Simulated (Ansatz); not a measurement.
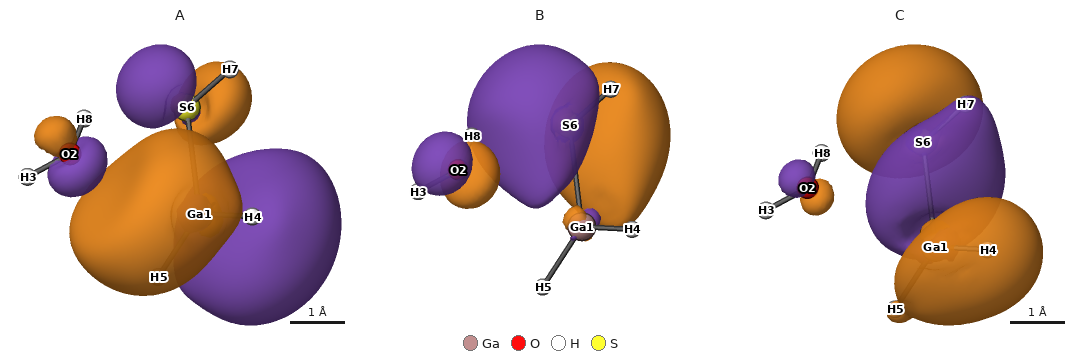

The picture shows: GaH$_{3}$S···H$_{2}$O. Three frontier orbitals at ±0.08 Å⁻³ᐟ² (orange and purple are the two phases), in no order.

Not at a stationary point (largest force 0.8 eV/Å).

All numbers below come from RKS B3LYP/def2-SVP in Ansatz.

```xyz
8

Ga    0.0789    0.5959   -0.2833
O    -0.1774   -0.2791    2.5504
H    -1.0901   -0.5659    2.7061
H     1.5095    0.0513   -0.5904
H    -1.3059    0.0247   -0.7345
S    -0.0884    2.5947    0.7700
H     1.2425    2.7653    0.9415
H    -0.2360    0.7081    2.5545
```

Q: Which picture is the HOMO−1, the HOMO and the LUMO?

A: C is the HOMO−1 (−8.07 eV). Its weight (Hirshfeld) is mainly on S6 (about 60 %), Ga1 (about 20 %) and H4 (about 15 %). B is the HOMO (−7.20 eV). It lies mainly on S6 (about 80 %) and Ga1 (about 10 %); largely a lone pair of S6. A is the LUMO (−1.21 eV). It lies mainly on Ga1 (about 70 %) and S6 (about 10 %).

Q: What is the HOMO–LUMO gap?

A: 5.99 eV between the orbital energies.
